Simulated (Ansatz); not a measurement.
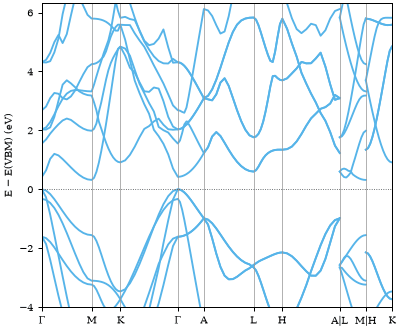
Fig. 1. Band structure from LDA (plane waves, PAW; program Ansatz)

Problem. Read off the gap and where the band edges lie.

Solution. About 0.3 eV (0.32 eV by a search for the band edges); maximum at Γ, minimum at M.

Problem. Which of these materials gives this?
(A) SiGe, wurtzite
(B) GaN, P6_3mc (Pearson symbol hP12)
(C) K2S, P6_3/mmc (S on 2c, K on 2a, K on 2d)

Solution. A, SiGe, wurtzite

The workflow started from a Materials Project entry (that database holds measured and hypothetical structures alike); the Crystallography Open Database copy checked does not list it. Its standing as an ambient phase is unchecked. The LDA relaxation kept the symmetry of its start; of distortions, only those at the zone centre were tested. Spin–orbit coupling is left out wherever it is not named.

Potentials: the later of the program's two PAW sets.
